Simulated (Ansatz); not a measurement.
```yaml
atoms:
  - { symbol: Si, position_ang: [-1.1348, 0.5306, -0.5500] }
  - { symbol: N, position_ang: [0.1972, -0.9311, -0.6371] }
  - { symbol: H, position_ang: [-1.1212, 0.4283, -2.0776] }
  - { symbol: H, position_ang: [-2.5995, 0.2906, -0.3981] }
  - { symbol: H, position_ang: [-0.5572, 1.9030, -0.4673] }
  - { symbol: H, position_ang: [0.8180, 0.2836, 1.7142] }
  - { symbol: F, position_ang: [-0.9070, 0.2574, 1.1402] }
  - { symbol: H, position_ang: [1.0063, -0.6761, -0.0492] }
  - { symbol: O, position_ang: [1.7329, 0.0146, 1.5185] }
  - { symbol: H, position_ang: [0.4853, -1.1206, -1.5892] }
  - { symbol: H, position_ang: [-0.1941, -1.7784, -0.2359] }
  - { symbol: H, position_ang: [2.2742, 0.7982, 1.6316] }
```

The product side of a reaction path; geometry: PBE0-D4/def2-TZVP.

Level of theory: RKS PBE0-D4/def2-TZVPP in Ansatz 0.2.0.

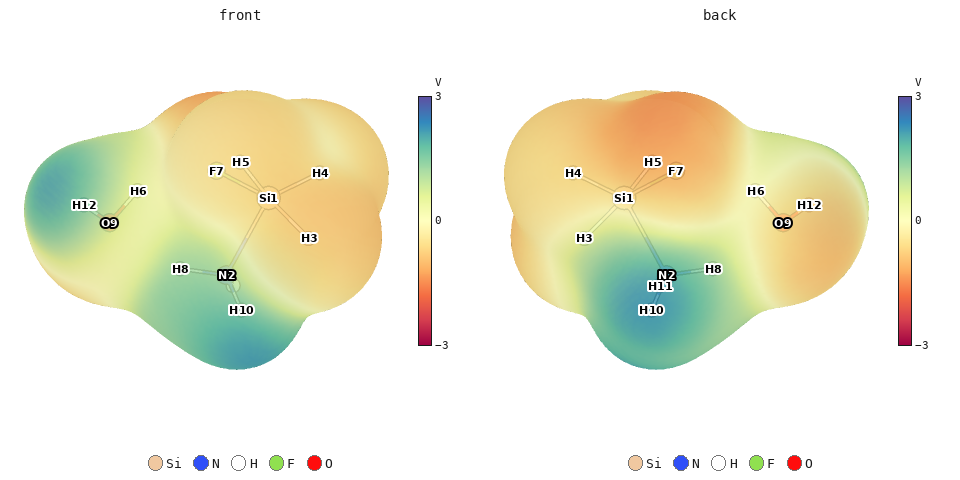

FH6NSi···H2O. The molecular electrostatic potential painted on the density surface at 0.001 e/bohr³, seen from the front and from behind; red is negative and blue positive.

Question: Where is the surface potential most negative and most positive?

Answer: The most negative region (about −1.4 V) lies over F7, the most positive (about +2.2 V) over H10 and H11.
